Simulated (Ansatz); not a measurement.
# SiH₄Cl₃OF: nudged elastic band

System: SiH₄Cl₃OF.
Method: RKS PBE0-D4/def2-SVP (Ansatz 0.2.0).

Some settings of this run were made unusual or wrong on purpose. Figures and captions count atoms from 1; the log counts them from 0 in places.

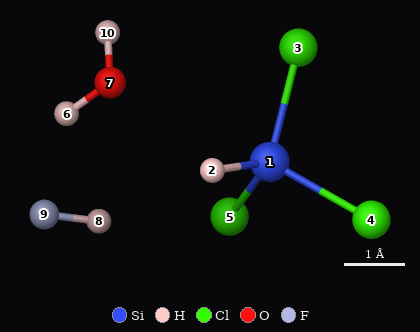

Fig. 1: The starting structure (ball-and-stick view, seen at a tilt; atoms are numbered from 1 in the order of the input). Bond lengths as drawn: Cl–Si 2.03 to 2.06 Å, F–H 0.93 Å, H–O 0.96 Å and H–Si 1.46 Å.

Input file
```yaml
crystal:
  periodic: [false, false, false]
  atoms:
    - {symbol: Si, position_ang: [-0.301396, -1.557899, 0.060651]}
    - {symbol: H, position_ang: [0.900356, -1.189051, 0.805643]}
    - {symbol: Cl, position_ang: [-0.001262, -1.743273, -1.935281]}
    - {symbol: Cl, position_ang: [-0.980910, -3.347410, 0.755890]}
    - {symbol: Cl, position_ang: [-1.825644, -0.210520, 0.403074]}
    - {symbol: H, position_ang: [1.007729, 1.736794, -0.103122]}
    - {symbol: O, position_ang: [1.220806, 0.944082, -0.609410]}
    - {symbol: H, position_ang: [-0.873406, 1.688611, 1.007198]}
    - {symbol: F, position_ang: [-0.374452, 2.464336, 1.145390]}
    - {symbol: H, position_ang: [1.228180, 1.214430, -1.530034]}
basis:
  gaussian: {orbitals: def2-SVP}
hamiltonian: {xc: pbe0, dispersion: d4}
neb:
  images: 5
  climbing: true
  max_iterations: 30
  initial_path: idpp
  f_tol: 2.0
  final_atoms:
    - {symbol: Si, position_ang: [-0.273159, -1.019539, -0.951157]}
    - {symbol: H, position_ang: [-0.457949, 0.151675, 2.673215]}
    - {symbol: Cl, position_ang: [-0.021307, -1.751965, -2.820919]}
    - {symbol: Cl, position_ang: [0.037559, -2.517352, 0.372783]}
    - {symbol: Cl, position_ang: [-2.105759, -0.228329, -0.729135]}
    - {symbol: H, position_ang: [0.415514, 1.755729, 0.037352]}
    - {symbol: O, position_ang: [0.778136, 0.204058, -0.683860]}
    - {symbol: H, position_ang: [-0.355681, 0.824830, 2.365555]}
    - {symbol: F, position_ang: [0.263759, 2.566862, 0.474400]}
    - {symbol: H, position_ang: [1.718888, 0.014133, -0.738233]}
```

Run on 8 threads of Arm Neoverse V1, 23 GiB of memory available, shared host.

Launch command:
```bash
ansatz run in.yaml --threads 8 --pin off --events-out ev --progress --plain --max-ram 19148MiB
```

Output
```
Functional definition: PBE0
  name "PBE0"
  cite "Adamo & Barone, J. Chem. Phys. 110, 6158 (1999) doi:10.1063/1.478522"
  cite "Perdew, Burke & Ernzerhof, Phys. Rev. Lett. 77, 3865 (1996) doi:10.1103/PhysRevLett.77.3865"
  parent pbe
  parameter a = 0.25
  parameter kappa = 0.804
  parameter beta = 0.06672455060314922
  exchange = (1 - a)*pbe_x(kappa = kappa, mu = beta*pi^2/3) + a*exact_x
  correlation = pbe_c(beta = beta)
1195 factors; integrals over basis functions are off by at most 4.2e-4 eV
mean field evaluation 1: about -50235.9051 eV, gradient 5.2e1 eV
mean field evaluation 2: about -50232.5175 eV, gradient 6.8e1 eV
mean field evaluation 4: about -50240.4276 eV, gradient 1.9e0 eV
mean field evaluation 8: about -50240.4477 eV, gradient 4.2e-2 eV
mean field evaluation 16: about -50240.4477 eV, gradient 1.4e-5 eV
mean field -50240.44769488 eV, -1846.3023985882 hartree, gradient 1.4e-5 eV, S^2 0.000000; 0 other end points of the search recorded, 0 dependent functions left out
the calculation of the forces begins
reference -50240.44771840 eV, -1846.3023994528 hartree; 43, 43 occupied and 77, 77 virtual orbitals, 1195 factors
1201 factors; integrals over basis functions are off by at most 1.1e-3 eV
mean field evaluation 32: about -50240.9952 eV, gradient 4.8e-5 eV
mean field -50240.99524679 eV, -1846.3225207498 hartree, gradient 4.8e-5 eV, S^2 0.000000; 0 other end points of the search recorded, 0 dependent functions left out
[... from here on the field's lines of each further geometry are left out, up to the last ...]
NEB iter   1: max|band force component| = 5.043e0 eV/Å  barrier→ = 8.2154 eV  barrier← = 8.7778 eV  Δτ_max = 0.2000 Å  (195 SCF iters)
NEB iter   2: max|band force component| = 5.018e0 eV/Å  barrier→ = 5.7505 eV  barrier← = 6.3129 eV  Δτ_max = 0.2000 Å  (158 SCF iters)
NEB iter   3: max|band force component| = 1.027e1 eV/Å  barrier→ = 3.6653 eV  barrier← = 4.2278 eV  Δτ_max = 0.1014 Å  (163 SCF iters)
NEB iter   4: max|band force component| = 2.197e0 eV/Å  barrier→ = 2.7100 eV  barrier← = 3.2725 eV  Δτ_max = 0.2000 Å  (141 SCF iters)
NEB iter   5: max|band force component| = 1.061e1 eV/Å  barrier→ = 2.5481 eV  barrier← = 3.1105 eV  Δτ_max = 0.1012 Å  (148 SCF iters)
the calculation of the forces begins
reference -50240.96771709 eV, -1846.3215090520 hartree; 43, 43 occupied and 77, 77 virtual orbitals, 1201 factors
1195 factors; integrals over basis functions are off by at most 1.4e-3 eV
mean field evaluation 384: about -50239.0214 eV, gradient 1.1e-3 eV
mean field -50239.02136500 eV, -1846.2499819321 hartree, gradient 1.2e-5 eV, S^2 0.000000; 1 other end points of the search recorded, 0 dependent functions left out
the calculation of the forces begins
reference -50239.02138803 eV, -1846.2499827783 hartree; 43, 43 occupied and 77, 77 virtual orbitals, 1195 factors
NEB iter   6: max|band force component| = 1.493e0 eV/Å  barrier→ = 1.3932 eV  barrier← = 1.9556 eV  CI = image 3  Δτ_max = 0.0000 Å  (277 SCF iters)
```

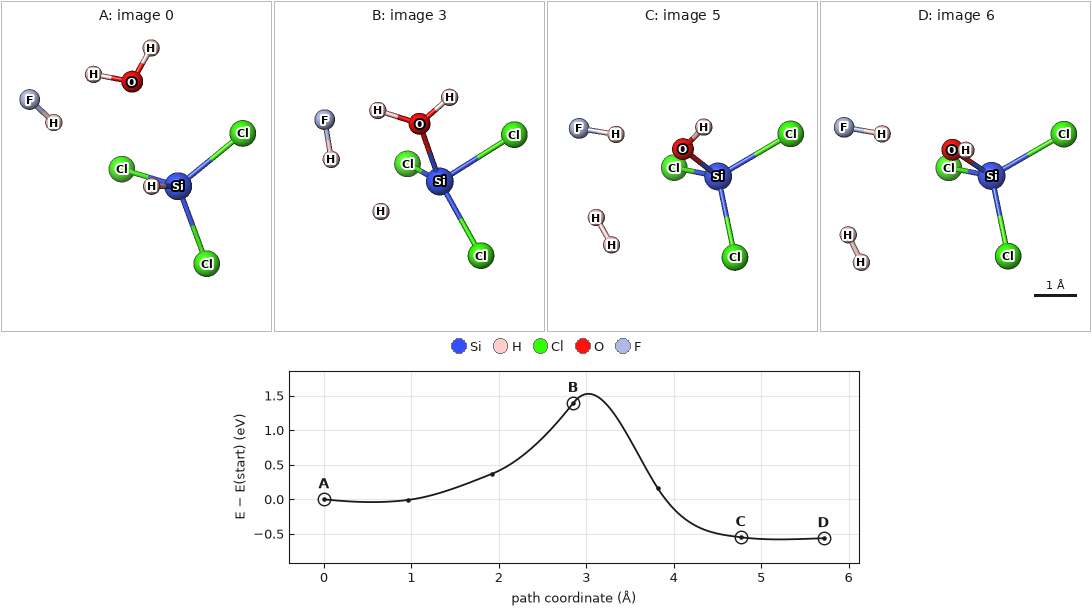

Fig. 2: Images of the last band (counted from 0; ball-and-stick, seen at a tilt) above the energy along the path; the line is a cubic interpolation that uses the forces. The highest image is number 3, 1.393 eV above the start and 1.956 eV above the end (the climbing image); the end lies 0.562 eV below the start. The path is 5.71 Å long. The band converged in 6 iterations. The end points carry forces over 0.1 eV/Å, so they aren't fully relaxed minima and the barriers are approximate.

```
Total energy: -50239.30744024 eV, -1846.2604950033 hartree
Atom 0 at    -0.411631    -0.867759    -0.126838 Å, force     0.092431     0.180265     1.694783 eV/Å
Atom 1 at     0.341516    -0.544338     1.524586 Å, force    -1.176129     0.131447    -1.691528 eV/Å
Atom 2 at    -0.422981    -1.201710    -2.246465 Å, force     0.192340    -0.219677    -0.373967 eV/Å
Atom 3 at    -0.520633    -2.874600     0.314538 Å, force     0.006580    -0.285157     0.282971 eV/Å
Atom 4 at    -2.222203     0.137620    -0.048823 Å, force     0.074761    -0.018678     0.414843 eV/Å
Atom 5 at     0.821703     1.312598    -0.001382 Å, force    -0.126735    -1.235146    -0.778786 eV/Å
Atom 6 at     0.791991     0.402640    -0.547837 Å, force     1.090351     0.993355    -0.178579 eV/Å
Atom 7 at     0.220767     1.215726     1.567956 Å, force     0.121658     0.501710    -0.349791 eV/Å
Atom 8 at     0.415599     2.031339     1.065251 Å, force    -0.191432    -0.404492     1.129822 eV/Å
Atom 9 at     0.985873     0.388583    -1.500987 Å, force    -0.083826     0.356374    -0.149768 eV/Å
Dipole moment:     0.593050     0.685993     0.056368 e Å
```

The last band as extended XYZ (Å, eV, eV/Å)
```
10
Properties=species:S:1:pos:R:3:forces:R:3 image=0 energy=-50240.70063
Si   -0.3014   -1.5579    0.0607    0.2904   0.1591   0.1173
H     0.9004   -1.1891    0.8056    0.1146   0.0249   0.0805
Cl   -0.0013   -1.7433   -1.9353    0.0238  -0.0211  -0.3437
Cl   -0.9809   -3.3474    0.7559   -0.1244  -0.2670   0.0929
Cl   -1.8256   -0.2105    0.4031   -0.2476   0.1835   0.0301
H     1.0077    1.7368   -0.1031   -0.1383   0.1382   0.0615
O     1.2208    0.9441   -0.6094    0.0395  -0.3164   0.1484
H    -0.8734    1.6886    1.0072    0.0451   0.0441  -0.0183
F    -0.3745    2.4643    1.1454    0.0503  -0.0548  -0.0635
H     1.2282    1.2144   -1.5300   -0.0535   0.1095  -0.1052
10
Properties=species:S:1:pos:R:3:forces:R:3 image=1 energy=-50240.70879
Si   -0.2351   -1.2732   -0.0184    0.0318  -0.0048  -0.0326
H     0.7976   -1.0247    0.9939    0.1548  -0.0859  -0.0939
Cl    0.0400   -1.5927   -2.0418    0.0782   0.0181   0.0877
Cl   -0.9689   -3.1200    0.5643   -0.1235  -0.0105   0.0609
Cl   -1.8431    0.0339    0.2701   -0.0257   0.0377   0.0121
H     0.8715    1.4681   -0.1004   -0.0245   0.0457   0.0940
O     1.0353    0.6767   -0.6397    0.0018  -0.0905  -0.1293
H    -0.6639    1.6582    1.2599   -0.2732  -0.1779  -0.0655
F     0.0548    2.2471    1.2749    0.2005   0.2082   0.0536
H     0.9119    0.9267   -1.5626   -0.0202   0.0599   0.0130
10
Properties=species:S:1:pos:R:3:forces:R:3 image=2 energy=-50240.33374
Si   -0.2971   -1.0464   -0.0727    0.0880  -0.1005   0.1935
H     0.4643   -0.7604    1.1895    0.0206  -0.1521  -0.2575
Cl   -0.1435   -1.4114   -2.1572    0.0598  -0.0990   0.1068
Cl   -0.7495   -3.0205    0.4298   -0.1439  -0.0853   0.0711
Cl   -2.0364    0.0752    0.1603    0.0346   0.1037   0.0101
H     0.8446    1.3418   -0.1144   -0.0165  -0.1484  -0.0060
O     0.9033    0.5004   -0.6216    0.1806   0.2698  -0.2278
H    -0.1905    1.4746    1.5584   -0.0024   0.3716  -0.1123
F     0.3083    2.1851    1.2033   -0.1731  -0.2888   0.2690
H     0.8965    0.6615   -1.5755   -0.0477   0.1288  -0.0467
10
Properties=species:S:1:pos:R:3:forces:R:3 image=3 energy=-50239.30742
Si   -0.4116   -0.8678   -0.1268    0.0924   0.1803   1.6948
H     0.3415   -0.5443    1.5246   -1.1761   0.1314  -1.6915
Cl   -0.4230   -1.2017   -2.2465    0.1923  -0.2197  -0.3740
Cl   -0.5206   -2.8746    0.3145    0.0066  -0.2852   0.2830
Cl   -2.2222    0.1376   -0.0488    0.0748  -0.0187   0.4148
H     0.8217    1.3126   -0.0014   -0.1267  -1.2351  -0.7788
O     0.7920    0.4026   -0.5478    1.0904   0.9934  -0.1786
H     0.2208    1.2157    1.5680    0.1217   0.5017  -0.3498
F     0.4156    2.0313    1.0653   -0.1914  -0.4045   1.1298
H     0.9859    0.3886   -1.5010   -0.0838   0.3564  -0.1498
10
Properties=species:S:1:pos:R:3:forces:R:3 image=4 energy=-50240.53421
Si   -0.5084   -0.8020   -0.4710   -0.1677   0.1277  -0.7565
H     0.2728   -0.2258    1.7065   -0.1743   0.9626   0.3755
Cl   -0.5282   -1.2612   -2.4870   -0.2618  -0.1432  -0.2124
Cl   -0.5109   -2.6399    0.4166    0.3503   0.4369   0.2147
Cl   -2.2020    0.2119   -0.0070    0.0330  -0.0474   0.0301
H     0.7844    1.4589    0.2404   -0.2811   0.7715   0.8954
O     0.8152    0.2429   -0.5505    0.1395  -0.6368  -0.1425
H     0.2386    0.5967    1.6753    0.0091  -1.6695   0.2773
F     0.5320    2.0867    0.9461    0.3152   0.3058  -0.6454
H     1.1065    0.3320   -1.4695    0.0378  -0.1076  -0.0363
10
Properties=species:S:1:pos:R:3:forces:R:3 image=5 energy=-50241.24867
Si   -0.5852   -0.7802   -0.7955   -0.1195  -0.0987  -0.1281
H     0.2721   -0.3072    2.2269   -0.0173  -0.0034   0.0856
Cl   -0.7242   -1.2158   -2.7850   -0.0420  -0.0359  -0.0612
Cl   -0.4195   -2.5154    0.2479    0.0216   0.0089   0.0106
Cl   -2.2043    0.2594   -0.1751    0.0121   0.0037   0.0079
H     0.7030    1.5399    0.3241   -0.0099   0.0940   0.0317
O     0.7617    0.1622   -0.6174    0.0935   0.0322  -0.0037
H     0.2714    0.4315    2.0442    0.0168  -0.0204   0.0817
F     0.5316    2.2771    0.8758    0.0183   0.0367  -0.0031
H     1.3934    0.1488   -1.3459    0.0263  -0.0173  -0.0215
10
Properties=species:S:1:pos:R:3:forces:R:3 image=6 energy=-50241.26306
Si   -0.6248   -0.7292   -1.0472   -0.2817  -0.1935  -0.0417
H     0.0389   -0.3701    2.6908   -0.1209  -0.4663   0.1373
Cl   -0.8413   -1.0625   -3.0316   -0.0382  -0.0438  -0.3137
Cl   -0.3955   -2.5114   -0.1177    0.0360  -0.2772   0.1610
Cl   -2.2018    0.2721   -0.3096   -0.2800   0.1623   0.1193
H     0.7527    1.6166    0.2768   -0.0042   0.0681   0.0384
O     0.6762    0.2245   -0.7792    0.3815   0.4000   0.1457
H     0.2180    0.3295    2.4993    0.1394   0.5150  -0.2029
F     0.8393    2.3252    0.8788   -0.0257  -0.1406  -0.0058
H     1.5383   -0.0945   -1.0604    0.1939  -0.0240  -0.0375
```

What the run reported

```csv
quantity,value
outcome,converged
"barrier, forward",1.393 eV
"barrier, backward",1.956 eV
dipole moment (one image of the band),4.36 D
wall time,44 s (CPU time 5.1 min)
peak memory,0.58 GiB
```

Diagnosis

This input holds a deliberate fault: tolerance too loose. The program still converged, but the numbers can't be taken as results for the intended system.
